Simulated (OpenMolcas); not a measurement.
## HBr: a line through the functionals

HBr has 2 atoms, charge 0, and is taken as a singlet. As SMILES, `Br`. Geometry: relaxed at PBE0-D4/def2-TZVP.

The dipole moment y, in D, basis cc-pVTZ; a is the functional's share of exact exchange. Programs: OpenMolcas 26.06.

| functional | program | a | y (D) |
| --- | --- | --- | --- |
| PBE | OpenMolcas | 0 | 0.91 |
| revPBE | OpenMolcas | 0 | 0.90 |
| B3LYP | OpenMolcas | 0.2 | ? |
| PBE0 | OpenMolcas | 0.25 | 0.96 |
| BHLYP | OpenMolcas | 0.5 | 0.97 |

Q: Fit y = c + s·a to the known rows and predict B3LYP.

A: 
1. Means of the 4 rows: a = 0.1875, y = 0.935.
2. Σ(Δa)² = 0.17188, Σ(Δa·Δy) = 0.02375, so the slope is 0.02375/0.17188 = 0.13818.
3. Intercept: 0.935 − (0.13818) × 0.1875 = 0.909. The largest residual of the fit is 0.016.
4. B3LYP: 0.909 + (0.13818) × 0.2 = 0.94 D.

The run gave 0.92 D, so the prediction is off by +0.02 D, about the scatter of the fit. More exact exchange makes the molecule more polar here. The measured value is 0.83 D (NIST CCCBDB).

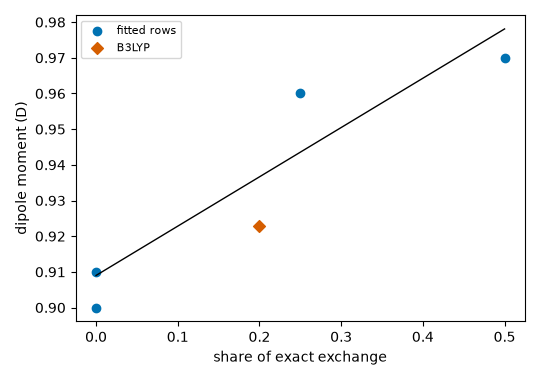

The fitted line, with the withheld row.
